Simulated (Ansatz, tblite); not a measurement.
Breaking a bond: LiNa, singlet.

- RKS-B3LYP = restricted B3LYP/aug-cc-pVTZ in Ansatz (a first-principles code)
- RHF/aug-cc-pVTZ (Ansatz)
- GFN2-xTB, 300 K electronic temperature (tblite)
- UKS-PBE0 = Ansatz with unrestricted PBE0/aug-cc-pVTZ

Energies are in kcal/mol, each relative to the lowest point of its own curve near equilibrium.

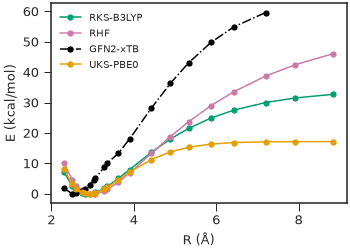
Energy against bond length for each method.

```csv
R / Å,RKS-B3LYP,RHF,GFN2-xTB,UKS-PBE0
2.31,7.0,10.1,1.8,8.0
2.51,2.6,4.5,0.0,3.2
2.61,1.3,2.7,0.1,1.7
2.74,0.3,1.1,0.9,0.5
2.81,0.0,0.6,1.6,0.2
2.93,0.0,0.1,3.1,0.0
3.03,0.3,0.0,4.5,0.2
3.07,0.4,0.1,5.1,0.3
3.28,1.8,0.9,8.7,1.5
3.36,2.4,1.5,10.1,2.2
3.63,5.1,3.9,13.4,4.6
3.90,8.0,6.9,18.0,7.1
4.43,13.7,13.3,28.2,11.3
4.89,18.0,18.8,36.3,13.8
5.33,21.5,23.7,43.0,15.3
5.88,24.9,29.0,49.8,16.4
6.43,27.5,33.6,54.9,16.9
7.20,30.0,38.7,59.6,17.1
7.92,31.5,42.5,—,17.1
8.84,32.7,46.1,—,17.2
```

At the longest distance, 8.84 Å, RHF lies highest above its minimum (46.1 kcal/mol) and UKS-PBE0 lowest (17.2 kcal/mol).

A dash means that the run gave no value there, or that the column was ended at a point which the program doubted or which failed a test of continuity chosen for this set; such a test can also cut sound points.

The restricted form behind RKS-B3LYP, RHF keeps the bonding electrons paired and can't separate into open-shell fragments. The unrestricted determinant behind UKS-PBE0 is spin-contaminated at 3.63 to 8.84 Å (<S²> up to 1.0, against 0.00 for a pure singlet).
